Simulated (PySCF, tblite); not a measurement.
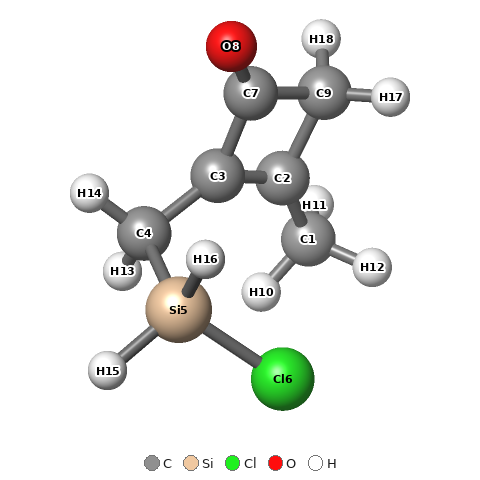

The molecule: C₆H₉ClOSi, SMILES CC1=C(C[SiH2]Cl)C(=O)C1.

GIAO shifts, PBE0/pcSseg-1 in PySCF, at a GFN2-xTB geometry (a minimum by its frequencies), against TMS for ¹³C, HCl for ³⁵Cl and TMS for ²⁹Si computed at the same level (Cl: the usual scale starts at aqueous chloride instead). Gas phase, fully decoupled, line heights follow the number of nuclei, widths are arbitrary (no quadrupolar broadening); values of one conformer, averaged over nuclei that symmetry or rotation about single bonds exchange, these motions taken as fast; other conformers aren't averaged in.

Predict the ¹³C spectrum.

6 signals.


```csv
δ (ppm),nuclei,atoms
189.9,1,C7
179.2,1,C2
148.6,1,C3
54.7,1,C9
18.3,1,C1
15.9,1,C4
```

Which ³⁵Cl signals does it give?

1 signal.


| δ (ppm) | nuclei | atoms |
| --- | --- | --- |
| −64.2 | 1 | Cl6 |

How many ²⁹Si lines appear, and where?

1 signal.


| δ (ppm) | nuclei | atoms |
| --- | --- | --- |
| −15.8 | 1 | Si5 |

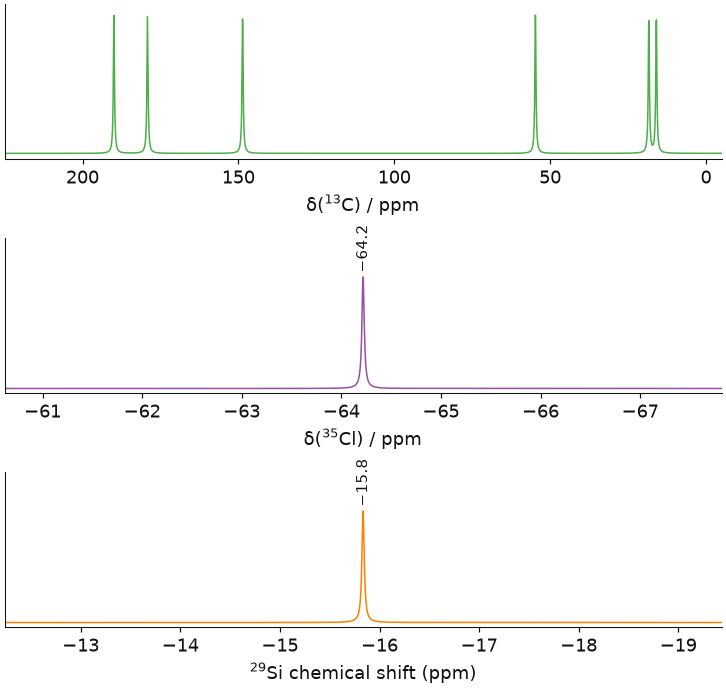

Caveats: the tight-binding geometry is rougher than a DFT one and adds to the error.
